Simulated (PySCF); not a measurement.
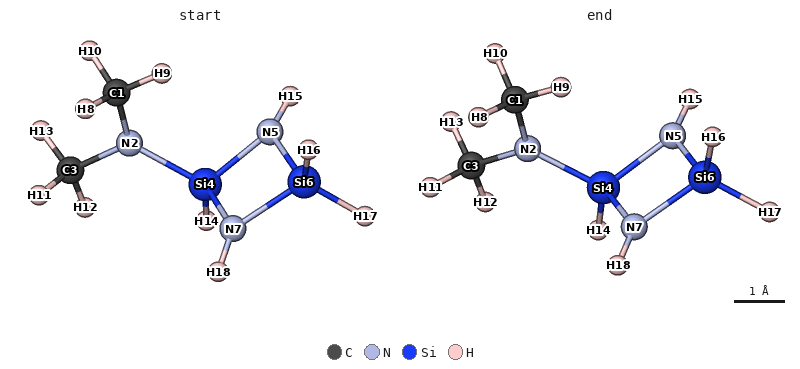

The structure of C$_{2}$H$_{11}$N$_{3}$Si$_{2}$ before (left) and after (right) a relaxation, at one scale.

A ball-and-stick model, seen from a free direction.

The start comes from GFN2-xTB. Its atoms were then displaced at random by about 0.01 Å.

The calculation used PySCF, PBE0-D3(BJ)/def2-SVP geometry optimisation, gas phase. 

Question: Describe what moved and what it gained.

Answer: The energy falls by 0.194 eV in 10 geometry steps. The largest move after the best rigid fit is that of H9, 0.38 Å. By element the largest moves are H 0.38 Å, N 0.23 Å, C 0.23 Å, Si 0.11 Å. Near-neighbour distances that change, for instance: Si6–H17 1.462 → 1.498 Å, Si4–H14 1.459 → 1.492 Å, Si4–N5 1.721 → 1.748 Å, Si6–H16 1.472 → 1.499 Å. Among the angles between lasting bonds that change: H16–Si6–H17 113.6° → 106.5°, N2–Si4–N5 111.7° → 115.6°, H12–C3–H13 111.0° → 107.6°.
